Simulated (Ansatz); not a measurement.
# CH₄Al (doublet): geometry optimisation

Where does this start of CH₄Al (doublet) end when it is relaxed?

The runs use Ansatz 0.2.0, Gaussian basis; UKS PBE0/def2-TZVP.

## 1. The system as given

6 atoms, charge 0, spin multiplicity 2.

Atoms are counted from 1 here; the program's logs count them from 0.

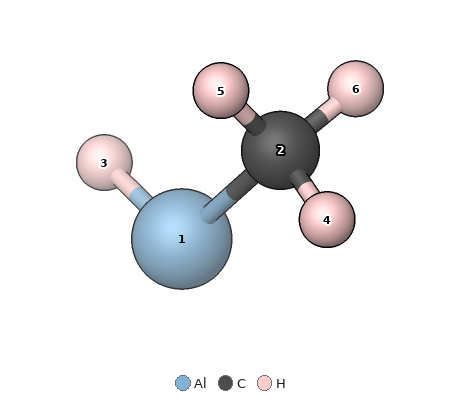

The starting geometry (aluminium light blue, carbon dark grey, hydrogen pink); atoms are numbered from 1 in the order of the file.

As a file:

```xyz
6

Al   -0.7101   -0.0436   -0.0004
C     1.2963   -0.0075    0.0012
H    -1.5731    1.2905   -0.0082
H     1.7027   -1.0277    0.0069
H     1.7150    0.5013    0.8771
H     1.7166    0.4922   -0.8792
```

The start was built by rule and, where that kept it together, relaxed with GFN2-xTB. Sticks and bond lists go by distance. 

## 2. Relaxation

File in.yaml:

```yaml
crystal:
  periodic: [false, false, false]
  atoms:
    - {symbol: Al, position_ang: [-0.710089, -0.043609, -0.000415]}
    - {symbol: C, position_ang: [1.296339, -0.007463, 0.001212]}
    - {symbol: H, position_ang: [-1.573138, 1.290491, -0.008151]}
    - {symbol: H, position_ang: [1.702689, -1.027666, 0.006898]}
    - {symbol: H, position_ang: [1.714975, 0.501313, 0.877133]}
    - {symbol: H, position_ang: [1.716564, 0.492156, -0.879208]}
basis:
  gaussian: {orbitals: def2-TZVP}
magnetization: {spin_polarized: true, initial_magnetization: 1}
hamiltonian: {xc: pbe0}
relax: {f_tol: 0.004, max_steps: 80}
```

Command:

```sh
$ ansatz run in.yaml --threads 1 --pin off --events-out ev --progress --plain --max-ram 2176MiB
```

Before running it: what results should come out? Wanted: energy gained; shift from the start; total energy; dipole moment; ⟨S²⟩.

The runs gave:

| quantity | value |
| --- | --- |
| steps | 6 |
| energy gained | 0.030 eV |
| shift from the start (rms) | 0.076 Å |
| total energy | -7693.7667 eV |
| dipole moment | 0.69 D |
| ⟨S²⟩ | 0.752 |

In words: The bonds of the start are those of the end. Al1–C2 went from 2.007 to 1.965 Å. No vibrations were run, so this is a stationary point, not a proven minimum, and this spin need not be the ground state's.
